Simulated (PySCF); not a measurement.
# [RuH5]-: rigid scans about the minimum

Aim: map the energy of singlet [RuH5]- about its PBE0 minimum, with rigid distortions.

Method: PBE0, basis Ru def2-TZVPD with ECP28, H def2-TZVPD, scalar-relativistic core potentials, no spin–orbit coupling, density fitting; program: PySCF 2.14.0.

## Step 1: Where the work starts

6 atoms, charge -1, spin multiplicity 1.

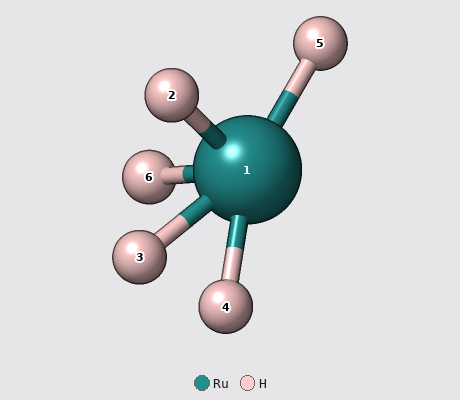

The starting geometry (ruthenium teal, hydrogen pink); atoms are numbered from 1 in the order of the file.

Coordinates in bohr (charge -1 multiplicity 1):
```
Ru    0.0000    0.0000    0.0000
H     0.8148   -0.6552    2.7682
H     3.0197    0.3468    0.1610
H     2.2244    2.0918   -0.6165
H    -2.9541   -1.3754    0.2573
H     1.2264   -2.3145   -1.3765
```

## Step 2: Breathing scan

One driver script runs all scans and calls PySCF for each point, on a (75, 302) grid.

On the command line:

```console
OMP_NUM_THREADS=2 python axn.py task.json out
```

A rigid scan with PBE0: all bonds to the central atom are scaled together. Each point starts from its neighbour's orbitals, and energies count from the minimum. Dipoles of the ion refer to the centre of mass.

```csv
scale of all bonds to the centre,energy (kJ/mol),dipole size (D)
0.88,188.5,2.29
0.92,75.3,2.35
0.96,17.0,2.44
1.00,0.0,2.54
1.04,13.9,2.65
1.08,50.6,2.78
1.14,134.8,2.98
1.22,278.8,3.28
1.35,539.3,3.81
```

The scan ran for 11 s (2 threads of Arm Neoverse V1, shared host).

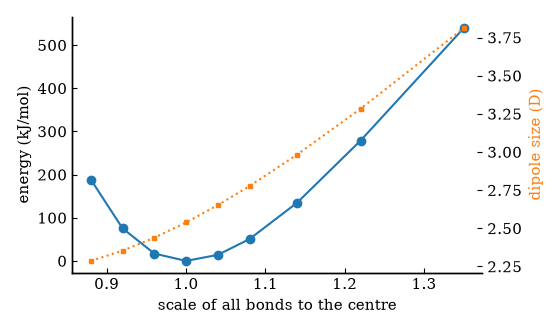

Energy (circles) and dipole moment (squares) along the scan.

## Step 3: Stretching one bond

A rigid scan with PBE0: the bond from Ru to the last atom (H) is scaled and the rest held.

```csv
scale of one bond,energy (kJ/mol),dipole size (D)
0.92,14.8,2.44
0.96,3.3,2.48
1.00,0.0,2.54
1.05,4.2,2.62
1.12,20.6,2.78
1.20,47.9,3.01
1.35,107.2,3.57
1.55,181.7,4.51
1.80,253.9,5.79
2.20,326.0,7.81
```

The scan took 13 s.

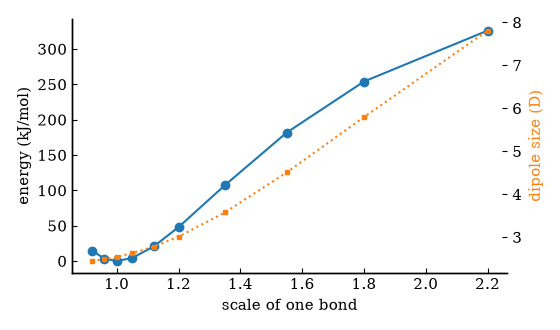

Energy (circles) and dipole moment (squares) along the scan.

A restricted determinant lies too high at long bonds, where the pair should uncouple.

## Step 4: What came out

| quantity | value |
| --- | --- |
| all bonds 4 % longer | 13.9 kJ/mol |
| one bond 20 % longer | 47.9 kJ/mol |

In words: Shortening all bonds by 4 % costs 17.0 kJ/mol and lengthening them 13.9: the wall is steeper on the short side. Whether spin polarisation would lower the closed shell was not checked.
